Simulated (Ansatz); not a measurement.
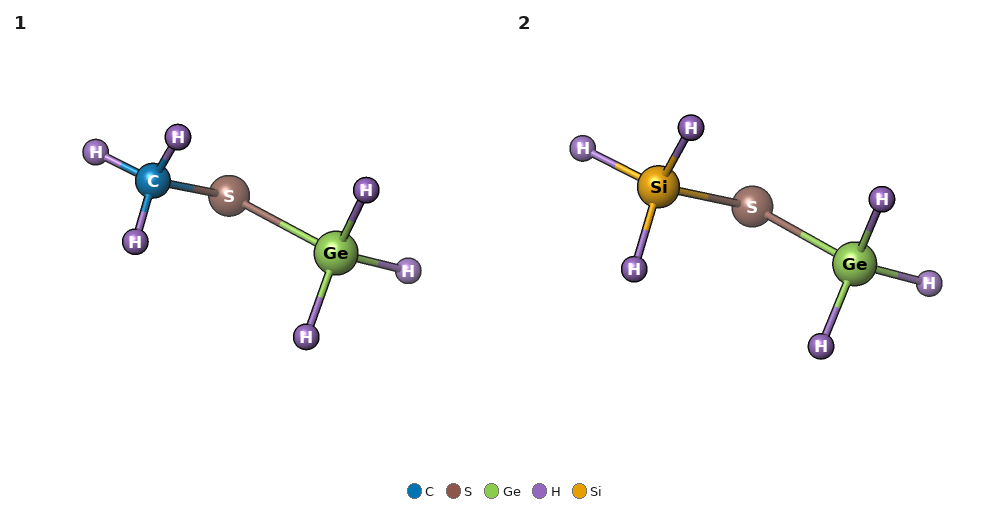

2 molecules with one skeleton, seen from the same side and at one scale. Charge 0, singlet. Computed geometries: PBE0-D4/def2-TZVP optimisations, one conformation each. Properties computed with Ansatz 0.2.0.

One atom differs, called X below: C in panel 1, Si in panel 2. Their formulas are CH6GeS (`C[S][GeH3]`), GeH6SSi (`[SiH3][S][GeH3]`).

### In which is the HOMO energy (Kohn–Sham orbital) higher (PBE0-D4/def2-QZVPP)?

In panel 1 (X = C).

### In which is the length of X–S larger (PBE0-D4/def2-TZVP)?

In panel 2 (X = Si).

Give the values. With PBE0-D4/def2-TZVP: mean length of X–H (Å), length of X–S (Å), mean angle H–X–H (°). With PBE0-D4/def2-QZVPP: HOMO energy (Kohn–Sham orbital) (eV), HOMO–LUMO gap (eV). With B3LYP-D4/def2-TZVPP: dipole moment (D).

```tsv
quantity	1 (C)	2 (Si)	2 − 1
mean length of X–H (Å)	1.090	1.485	+0.395
length of X–S (Å)	1.813	2.131	+0.318
mean angle H–X–H (°)	109.1	109.4	+0.3
HOMO energy (Kohn–Sham orbital) (eV)	−6.79	−7.39	−0.60
HOMO–LUMO gap (eV)	6.71	6.96	+0.25
dipole moment (D)	1.38	1.12	−0.26
```
